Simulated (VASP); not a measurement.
Consider the following.

```
CELL_PARAMETERS angstrom
      2.08424    -3.61002     0.00000
      2.08424     3.61002     0.00000
      0.00000     0.00000     6.76901
ATOMIC_POSITIONS crystal
  Cd 0.66667 0.33333 0.49999
  Cd 0.33333 0.66667 0.99999
  S  0.66667 0.33333 0.87701
  S  0.33333 0.66667 0.37701
```

These are MS2 meta-GGA, VASP's PBE PAW potentials (set 64) (plane waves; VASP) values and carry that method's errors. Numerical set-up: 520 eV cut-off, 7×7×4 Γ-centred mesh, tetrahedra with Blöchl corrections, potentials Cd S.

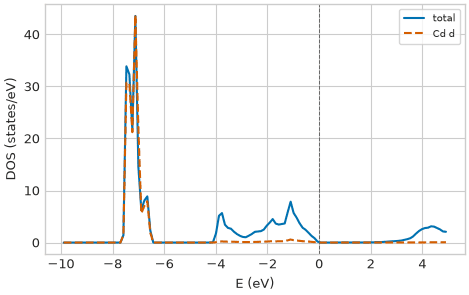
Fig. 1. Total and projected density of states, zero at the valence-band maximum

Within 2 eV below the valence-band maximum the largest weight inside VASP's projection spheres is S p.

The gap is direct, 1.52 eV, from the valence maximum at Γ to the conduction minimum at Γ.

The compound is CdS in the wurtzite structure. It was relaxed first.
